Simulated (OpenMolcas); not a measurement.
**AlHCl$_{2}$: single-point calculation (part 1 of 2)**

- system: AlHCl$_{2}$
- method: CCSD(T)/STO-3G, RHF (OpenMolcas 26.06)

A bond length was changed on purpose from its optimised value. The run did not end well.

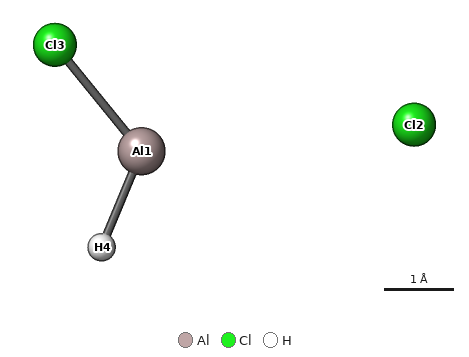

Fig. 1: The structure as given in the input (ball-and-stick view, seen at a tilt; atoms are numbered from 1 in the order of the input). Sticks mark near contacts.

### What the run reported

| quantity | value |
| --- | --- |
| outcome | not converged |
| basis functions | 28 |
| hardware | 1 thread of Arm Neoverse V1, 24 GiB of memory available, shared host |
| wall time | 2.7 s |
| peak memory | 0.37 GiB |

### What went wrong

The run did not converge. Its last values are not results.

### Input
```
&GATEWAY
  BasLib=$CurrDir
  Coord
  4
  angstrom
  Al      -2.067301       0.021278      -0.015120
  Cl       1.971850      -0.182600       0.014280
  Cl      -3.115231       1.751828      -0.030530
  H       -2.847961      -1.284692      -0.012720
  Basis=STO-3G
  Group=NoSym

&SEWARD

&SCF
  Thresholds=1e-10 1e-07 1e-07 1e-05
  PrOrbitals=1 1

&RASSCF
  FileOrb=$Project.ScfOrb
  Spin=1
  Nactel=0 0 0
  Inactive=24
  Ras2=0
  OutOrbitals=Canonical
  OrbListing=Nothing

&MOTRA
  JobIph
  Frozen=15

&CCSDT
  CCT
  Triples=2
  Iterations=80
  Accuracy=1e-08
  Extrapolation=5 4
```

Command:
```bash
export MOLCAS_MEM=1860
pymolcas run.input > run.log
```

### Output
```
--- Start Module: gateway ---

                                              &GATEWAY

                       available to each process: 1.9 GB of memory, 1 thread

 Basis Set     1 Label: AL.STO-3G
 Basis set is read from library:.
 basistype.tbl is not found

 Basis Set     2 Label: CL.STO-3G
 Basis set is read from library:.
 basistype.tbl is not found

 Basis Set     3 Label: H.STO-3G
 Basis set is read from library:.
 basistype.tbl is not found

++    Symmetry information:
      ---------------------

                    Character Table for C1

                             E
                    a        1  x, y, xy, Rz, z, xz, Ry, yz, Rx, I
--

++    Basis set information:
      ----------------------

      Basis set label: AL.STO-3G.........

      Electronic valence basis set:
      ------------------
      Associated Effective Charge  13.000000 au
      Associated Actual Charge     13.000000 au
      Nuclear Model: Point charge

      Shell  nPrim  nBasis  Cartesian Spherical Contaminant
         s       9       3        X
         p       6       2        X

      Basis set label: CL.STO-3G.........

      Electronic valence basis set:
      ------------------
      Associated Effective Charge  17.000000 au
      Associated Actual Charge     17.000000 au
      Nuclear Model: Point charge

      Shell  nPrim  nBasis  Cartesian Spherical Contaminant
         s       9       3        X
         p       6       2        X

      Basis set label: H.STO-3G.........

      Electronic valence basis set:
      ------------------
      Associated Effective Charge   1.000000 au
      Associated Actual Charge      1.000000 au
      Nuclear Model: Point charge

      Shell  nPrim  nBasis  Cartesian Spherical Contaminant
         s       3       1        X
--

++    Molecular structure info:
      -------------------------

                    ************************************************
                    **** Cartesian Coordinates / bohr, angstrom ****
                    ************************************************

     Center  Label                x              y              z                     x              y              z
        1      AL1             -3.906633       0.040210      -0.028573             -2.067301       0.021278      -0.015120
        2      CL2              3.726256      -0.345064       0.026985              1.971850      -0.182600       0.014280
        3      CL3             -5.886933       3.310475      -0.057693             -3.115231       1.751828      -0.030530
        4      H4              -5.381866      -2.427716      -0.024037             -2.847961      -1.284692      -0.012720

                    ***************************************
                    *    InterNuclear Distances / bohr    *
                    ***************************************

               1 AL1           2 CL2           3 CL3           4 H4
    1 AL1      0.000000
    2 CL2      7.642808        0.000000
    3 CL3      3.823228       10.285113        0.000000
    4 H4       2.875238        9.343337        5.760474        0.000000

                    *******************************************
                    *    InterNuclear Distances / angstrom    *
                    *******************************************

               1 AL1           2 CL2           3 CL3           4 H4
    1 AL1      0.000000
    2 CL2      4.044400        0.000000
    3 CL3      2.023165        5.442648        0.000000
    4 H4       1.521510        4.944281        3.048312        0.000000
--

            Nuclear Potential Energy            124.11147638 au

--- Stop Module: gateway /rc=_RC_ALL_IS_WELL_ ---

--- Start Module: seward ---

                                              &SEWARD

                       available to each process: 1.9 GB of memory, 1 thread

               SEWARD will generate:
                  Multipole Moment integrals up to order  2
                  Kinetic Energy integrals
                  Nuclear Attraction integrals (point charge)
                  One-Electron Hamiltonian integrals
                  Velocity integrals
                  Orbital angular momentum around ( -1.9033   1.0450  -0.0191 )
                  Velocity quadrupole around ( -1.9033   1.0450  -0.0191 )
                  Two-Electron Repulsion integrals

                   Integrals are discarded if absolute value <: 1.00E-14
                   Integral cutoff threshold is set to       <: 1.00E-16

            Nuclear Potential Energy            124.11147638 au

      Basis set specifications :
      Symmetry species         a
      Basis functions           28

--- Stop Module: seward /rc=_RC_ALL_IS_WELL_ ---

--- Start Module: scf ---

                                                &SCF

                       available to each process: 1.9 GB of memory, 1 thread

++    Input section:
      --------------

      Header of the integral files:

      Cartesian coordinates in angstrom:
      -----------------------------------------------------
      No.  Label        X            Y            Z
      -----------------------------------------------------
       1   AL1       -2.06730100   0.02127800  -0.01512000
       2   CL2        1.97185000  -0.18260000   0.01428000
       3   CL3       -3.11523100   1.75182800  -0.03053000
       4   H4        -2.84796100  -1.28469200  -0.01272000
      -----------------------------------------------------
      Nuclear repulsion energy =  124.11147638
--

++    Orbital specifications:
      -----------------------

      Symmetry species               1
                                     a
      Frozen orbitals                0
      Occupied orbitals             24
      Secondary orbitals             4
      Deleted orbitals               0
      Total number of orbitals      28
      Number of basis functions     28
--

      Molecular charge                           0.000

++    Optimization specifications:
      ----------------------------

      SCF Algorithm: Conventional
      Minimized density differences are used
      Number of density matrices in core                 5
      Maximum number of NDDO SCF iterations            400
      Maximum number of HF SCF iterations              400
      Threshold for SCF energy change             1.00E-10
      Threshold for density matrix                1.00E-07
      Threshold for Fock matrix                   1.00E-07
      Threshold for linear dependence             1.00E-09
      Threshold at which DIIS is turned on        1.50E-01
      Maximum depth in the DIIS procedure                5
      Maximum depth in the BFGS Hessian update          30
      Threshold at which QNR/C2DIIS is turned on  7.50E-02
      Threshold for Norm(delta) (QNR/C2DIIS)      1.00E-05
      All orbitals punched on: SCFORB
--

      Input vectors read from INPORB
      Orbital file label: *Guess orbitals

++ Convergence information
                                   SCF        iterations: Energy and convergence statistics

Iter     Tot. SCF        One-elec.       Two-elec.     Energy      Max Dij or  Max Fij      DNorm      TNorm      AccCon     Time
         Energy          Energy          Energy        Change      Delta Norm                                                in Sec.

 The total and one-electron energies are shifted by a value of      1000. a.u.

   1  -148.526250097  -844.510048248   571.872321776   0.00E+00    8.51E-01*   1.22E-01*    1.11E+01   1.32E+02   None         0.
   2  -148.650647146  -844.267018615   571.504895093  -1.24E-01*   3.75E-01*   4.45E-02*    2.75E+00   1.32E+02   EDIIS        0.
   3  -148.663916303  -844.396417399   571.621024721  -1.33E-02*   1.49E-01*   1.32E-02*    4.28E-01   1.32E+02   EDIIS        0.
   4  -148.665795913  -844.392070926   571.614798637  -1.88E-03*   4.10E-03*   4.09E-03*    5.21E-02   1.32E+02   c2DIIS       0.
   5  -148.666182410  -844.403177277   571.625518490  -3.86E-04*   1.70E-03*   2.90E-04*    4.81E-03   1.32E+02   QNRc2DIIS    0.
   6  -148.666184137  -844.402516084   571.624855571  -1.73E-06*   5.09E-04*   1.58E-04*    1.63E-03   1.32E+02   QNRc2DIIS    0.
   7  -148.666184427  -844.402604921   571.624944118  -2.90E-07*   1.73E-04*   3.18E-05*    4.82E-04   1.32E+02   QNRc2DIIS    0.
   8  -148.666184450  -844.402630648   571.624969822  -2.22E-08*   4.25E-05*   7.00E-06*    5.80E-05   1.32E+02   QNRc2DIIS    0.
   9  -148.666184451  -844.402590509   571.624929682  -1.33E-09*   8.52E-06    2.32E-06*    1.23E-04   1.32E+02   QNRc2DIIS    0.
  10  -148.666184451  -844.402585529   571.624924702  -6.82E-11    3.99E-06    2.15E-06*    6.09E-04   1.32E+02   QNRc2DIIS    0.
  11  -148.666184451  -844.402585807   571.624924980  -3.73E-11    8.47E-05*   2.06E-06*    9.33E-03   1.32E+02   QNRc2DIIS    0.
  12  -148.666184451  -844.402591319   571.624930492  -3.60E-10*   5.04E-07    1.55E-07*    4.19E-03   1.32E+02   QNRc2DIIS    0.
  13  -148.666184451  -844.402590799   571.624929972  -2.27E-13    3.67E-07    6.20E-08     1.89E-02   1.32E+02   QNRc2DIIS    0.

       Convergence after  13 Iterations
--

 *****************************************************************************************************************************
 *                                             SCF/KS-DFT Program, Final results                                             *
 *                                                       Final Results                                                       *
 *****************************************************************************************************************************

::    Total SCF energy                              -1148.6661844515
      One-electron energy                           -1844.4025907992
      Two-electron energy                             571.6249299719
      Nuclear repulsion energy                        124.1114763759
      Kinetic energy (interpolated)                  1130.3500980565
      Virial theorem                                    1.0162039057
      Total spin, S(S+1)                                0.0000000000
      Total spin, S                                     0.0000000000
      Max non-diagonal density matrix element           0.0000004776
      Max non-diagonal Fock matrix element              0.0000000509

      All orbitals with orbital energies smaller than  E(LUMO)+0.5 are printed

++    Molecular orbitals:
      -------------------

      Title: SCF orbitals

      Molecular orbitals for symmetry species 1: a

          Orbital            1         2         3         4         5         6         7         8         9        10
          Energy         -103.7231 -103.3405  -58.0374  -10.4139  -10.0560   -7.8572   -7.8524   -7.8522   -7.4980   -7.4959
          Occ. No.          2.0000    2.0000    2.0000    2.0000    2.0000    2.0000    2.0000    2.0000    2.0000    2.0000

          Orbital           11        12        13        14        15        16        17        18        19        20
          Energy           -7.4958   -4.9539   -3.1808   -3.1788   -3.1785   -1.0750   -0.7659   -0.6079   -0.5013   -0.4734
          Occ. No.          2.0000    2.0000    2.0000    2.0000    2.0000    2.0000    2.0000    2.0000    2.0000    2.0000

          Orbital           21        22        23        24        25        26        27
          Energy           -0.4665   -0.2013   -0.2012   -0.1694    0.0051    0.1686    0.3791
          Occ. No.          2.0000    2.0000    2.0000    2.0000    0.0000    0.0000    0.0000

--

++    Molecular charges:
      ------------------

      Mulliken charges per centre and basis function type
      ---------------------------------------------------

                AL1     CL2     CL3     H4
      1s       5.0052  5.9998  5.9901  1.1338
      2px      2.2386  3.6910  3.7744  0.0000
      2pz      2.0724  3.9999  3.9277  0.0000
      2py      2.4850  3.9985  3.6837  0.0000
      Total   11.8011 17.6892 17.3759  1.1338

      N-E      1.1989 -0.6892 -0.3759 -0.1338

      Total electronic charge=   48.000000

      Total            charge=   -0.000000
--

++    Molecular properties:
      ---------------------

      Charge (e):
                      =   -0.0000
      Dipole Moment (debye):
      Origin of the operator (angstrom)=   -1.0072    0.5530   -0.0101
                   X= -1.0254E+01               Y= -1.1164E+00               Z= -6.9502E-02           Total=  1.0315E+01
      Quadrupole Moment (debye*angstrom):
      Origin of the operator (angstrom)=   -1.0072    0.5530   -0.0101
                  XX= -6.5197E+01              XY=  1.2008E+01              XZ= -2.9590E-01              YY= -3.7479E+01
                  YZ=  1.2071E-01              ZZ= -3.0523E+01
      In traceless form (debye*angstrom)
                  XX= -3.1196E+01              XY=  1.8013E+01              XZ= -4.4386E-01              YY=  1.0381E+01
                  YZ=  1.8106E-01              ZZ=  2.0815E+01
--

--- Stop Module: scf /rc=_RC_ALL_IS_WELL_ ---

--- Start Module: rasscf ---

                                              &RASSCF

                       available to each process: 1.9 GB of memory, 1 thread

      Header of the ONEINT file:
      --------------------------

      OrdInt status: non-squared

      Cartesian coordinates in angstrom:
      -----------------------------------------------------
      No.  Label        X            Y            Z
      -----------------------------------------------------
       1   AL1       -2.06730100   0.02127800  -0.01512000
       2   CL2        1.97185000  -0.18260000   0.01428000
       3   CL3       -3.11523100   1.75182800  -0.03053000
       4   H4        -2.84796100  -1.28469200  -0.01272000
      -----------------------------------------------------
      Nuclear repulsion energy =  124.11147638

++    Wave function specifications:
      -----------------------------

      Number of closed shell electrons          48
      Number of electrons in active shells       0
      Max number of holes in RAS1 space          0
      Max nr of electrons in RAS3 space          0
      Number of inactive orbitals               24
      Number of active orbitals                  0
      Number of secondary orbitals               4
      Spin quantum number                      0.0
      State symmetry                             1
--

++    Orbital specifications:
      -----------------------

      Symmetry species                           1
                                                 a
      Frozen orbitals                            0
      Inactive orbitals                         24
      Active orbitals                            0
      RAS1 orbitals                              0
      RAS2 orbitals                              0
      RAS3 orbitals                              0
      Secondary orbitals                         4
      Deleted orbitals                           0
      Number of basis functions                 28
--

++    CI expansion specifications:
      ----------------------------

      Number of CSFs                             1
      Number of spin combinations                1
      Number of determinants                     1
      Number of root(s) required                 1
      Root chosen for geometry opt.              1
      CI root used                               1

      highest root included in the CI            1
      max. size of the explicit Hamiltonian      1
--

++    Optimization specifications:
      ----------------------------

      RASSCF algorithm: Conventional
      Maximum number of macro iterations       200
      Maximum number of SX iterations          100
      Threshold for RASSCF energy            1.000E-08
      Threshold for max MO rotation          1.000E-01
      Threshold for max BLB element          1.000E-04
      Level shift parameter                  5.000E-01
      Make Quasi-Newton update
--

      The MO-coefficients are taken from the file:
      run.ScfOrb
      Title: SCF orbitals

      Total molecular charge    0.00
```
